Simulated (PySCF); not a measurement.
# C3H11FNSi3, doublet, SMILES `C=C[C@@]([SiH2])([SiH3])[SiH](N)F`: electronic structure

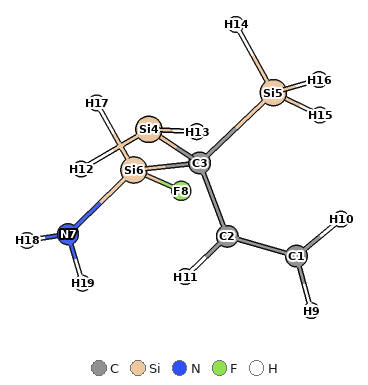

The molecule, with its atoms numbered as below. No frequency check shows the geometry to be a minimum.

Coordinates in Å:

```
C1      -1.5019   -0.4546   -2.1753
C2      -0.6281    0.2291   -1.4512
C3      -0.4077    0.1269    0.0146
Si4     -0.9598    1.8348    0.6922
Si5     -1.4499   -1.2073    0.8976
Si6      1.4272   -0.1599    0.3983
N7       2.3910    1.0066   -0.4111
F8       1.7985   -1.6736   -0.0667
H9      -1.6060   -0.2903   -3.2351
H10     -2.1412   -1.2057   -1.7439
H11     -0.0188    0.9738   -1.9558
H12     -0.0673    2.9370    0.3267
H13     -2.3302    2.1428    0.2719
H14     -1.1031   -1.1494    2.3215
H15     -1.1919   -2.5550    0.3870
H16     -2.8776   -0.9003    0.7557
H17      1.7902   -0.1182    1.8028
H18      3.3808    1.0199   -0.2315
H19      2.2212    1.2073   -1.3825
```

### 1. Bonding charge

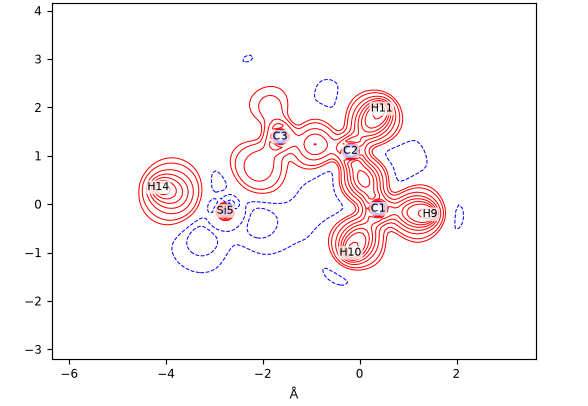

Deformation density (molecule less spherical, spin-averaged free atoms) in a plane through 8 of the atoms; contours at ±0.05 to ±0.8 e/Å³; solid red lines: gain, dashed blue lines: loss.

Level of theory: PBE/6-311G** (PySCF), at a geometry from GFN2-xTB. The stability of the open-shell solution wasn't checked. GFN2-xTB doesn't know the spin state, so this open-shell geometry is rough.

**Describe the bonding that the map shows.**

C1–H9: +0.68 e/Å³ at the bond critical point (bond length 1.08 Å, Mayer order 1.0). C1–H10: +0.68 e/Å³ at the bond critical point (bond length 1.08 Å, Mayer order 0.9). C2–H11: +0.68 e/Å³ at the bond critical point (bond length 1.09 Å, Mayer order 0.9). C1–C2: +0.66 e/Å³ at the bond critical point (bond length 1.32 Å, Mayer order 1.9). C2–C3: +0.40 e/Å³ at the bond critical point (bond length 1.49 Å, Mayer order 1.0). Si5–H14: +0.19 e/Å³ at the bond critical point (bond length 1.47 Å, Mayer order 0.9). C3–Si5: +0.13 e/Å³ at the bond critical point (bond length 1.91 Å, Mayer order 0.9). In all, 4.1 electrons gather in the regions of gain relative to the promolecule. A small or negative value marks a very polar bond, one between electron-rich atoms, whose free-atom densities already overlap strongly, a long bond to a heavier atom, or a closed-shell contact such as a hydrogen bond.

**Where do the Hirshfeld charges lie?**

The highest Hirshfeld charge is on Si6 (+0.39 e), the lowest on N7 (−0.28 e).

### 2. Local ionisation energy

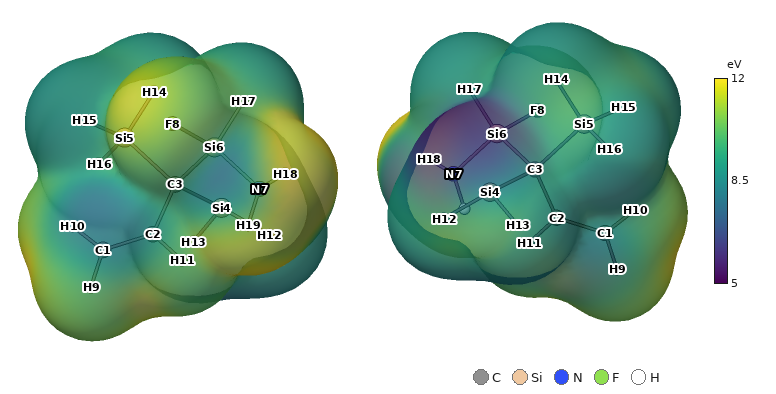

Average local ionisation energy on the surface of electron density 0.001 a.u. (back view left, front view right).

**Locate the minima of the map.**

The lowest value is 5.5 eV, 2.4 Å from Si4. Further minima include 7.3 eV, off the N7–H18 bond (2.0 to 2.2 Å from its atoms); 7.5 eV, over C1, off the plane of its three bonds (2.1 Å); 7.7 eV, near H13 (2.10 Å), H11 (2.14 Å) and H12 (2.20 Å). For comparison, the highest occupied orbital lies at −4.9 eV.

### 3. Spin density

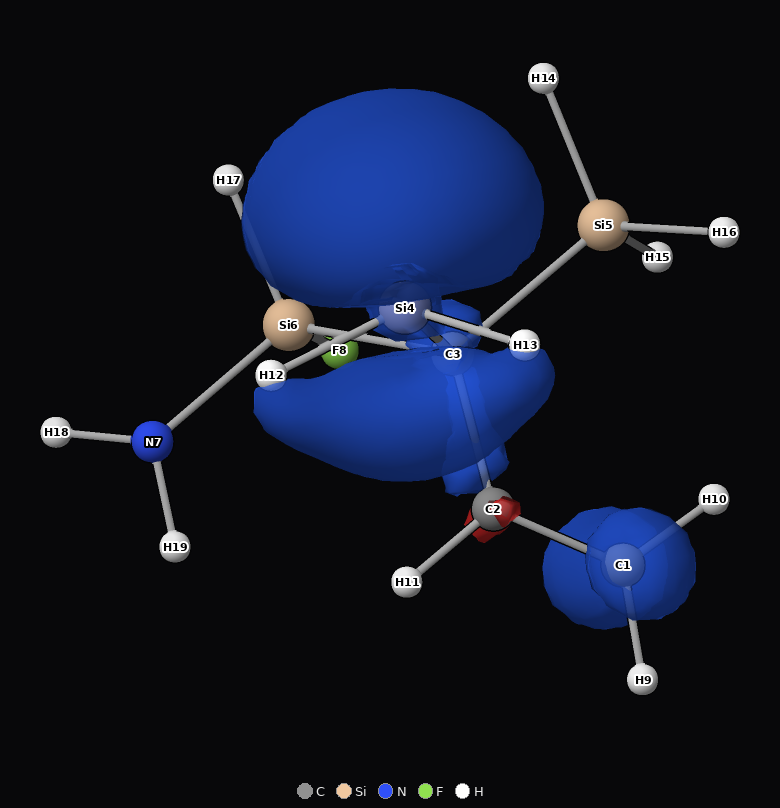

Spin density ρα − ρβ at ±0.02 e/Å³ (blue: excess α, red: excess β).

**How is the spin shared among the atoms?**

Hirshfeld spin populations: Si4 +0.74, C1 +0.07, H13 +0.04 and H12 +0.04. ⟨S²⟩ = 0.75, as for a pure state.

### 4. In an electric field

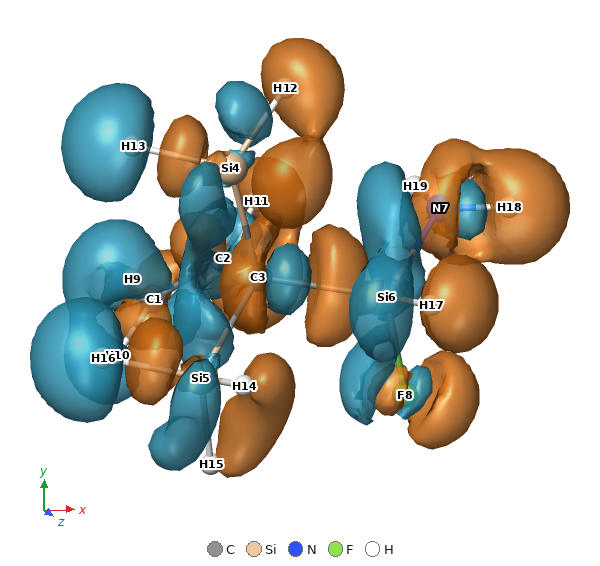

Change of the electron density in a uniform field of 0.41 V/Å, surfaces at ±0.003 e/Å³ (light blue: gain, orange: loss).

PySCF calculation, LDA (SVWN)/6-31+G*, gas phase; geometry: GFN2-xTB. The basis has diffuse s and p functions alone, which still leaves polarisabilities too small, most of all across bonds. The stability of the open-shell solution wasn't checked. GFN2-xTB doesn't know the spin state, so this open-shell geometry is rough.

The field was applied in both directions; the picture shows the one opposite to the script's first.

**Along which Cartesian direction does the field point?**

Along +x: electrons gather on the −x side, against the field.

**What dipole is induced, and what polarisability does it imply?**

The induced dipole is 2.61 D (along the field); α along this axis, from the fields in both directions, is 128 bohr³ (18.9 Å³).

The PySCF runs shown took 4.2 min and 5.3 min on 1 thread of Intel(R) Xeon(R) Processor @ 2.50GHz (Skylake/Cascade Lake), with other jobs on the host.
